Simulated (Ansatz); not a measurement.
CaMgPdC$_{6}$N$_{6}$, 60 atoms, a = 11.30 Å, b = 11.30 Å, c = 11.30 Å, α = 90.00°, β = 90.00°, γ = 90.00°.

Space group F-43m; a structure generated by program, which may or may not match a known phase.

Theory: DFT PBE, scalar-relativistic, plane waves, PAW (Ansatz).

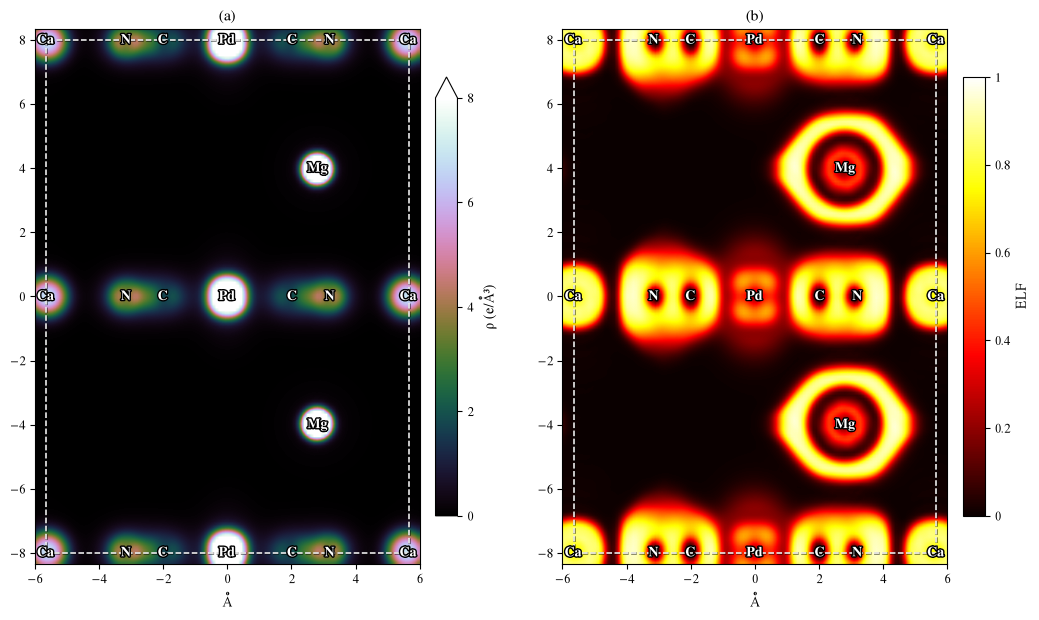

CaMgPdC$_{6}$N$_{6}$. (a) valence charge density (pseudo); (b) electron localisation function on the (110) plane of the conventional cell.

In a PAW calculation such maps are meaningful between the atoms, not at the nuclei.

> What do the fields say about this system?

The section cuts through Ca, Mg, Pd, C and N sites.
C–N (1.16 Å): ρ at the midpoint is about 3.5 e/Å³; the ELF peaks at about 0.85 between the atoms (inside overlapping PAW spheres, so only a guide) (a multiple bond).
Pd–C (2.01 Å): the density is about 0.9 e/Å³ at the midpoint; the ELF peaks at about 0.90 in the valence shell of C, 0.6 Å from its nucleus, and is about 0.30 at the midpoint.
Ca–N (2.48 Å): ρ at the midpoint is about 0.22 e/Å³; the ELF peaks at about 0.95 in the valence shell of N, 0.6 Å from its nucleus, and is about 0.10 at the midpoint; an ionic contact with no shared pair.
Mg–N (4.01 Å): the density is about 0.02 e/Å³ at the midpoint; the ELF peaks at about 0.90 in the valence shell of N, 2.6 Å from its nucleus, and drops to about 0.05 between the two atoms: no localised pair shows between them.
Mg–C (4.08 Å): the density is about 0.02 e/Å³ at the midpoint; the ELF peaks at about 0.90 in the valence shell of C, 2.6 Å from its nucleus, and drops to about 0 between the two atoms (no shared electron pair shows on this line).
The density dies away to nearly zero in the voids.
The features right at Ca and Pd lie inside the PAW spheres, where the map follows smoothed inner orbitals and isn't to be read closely.
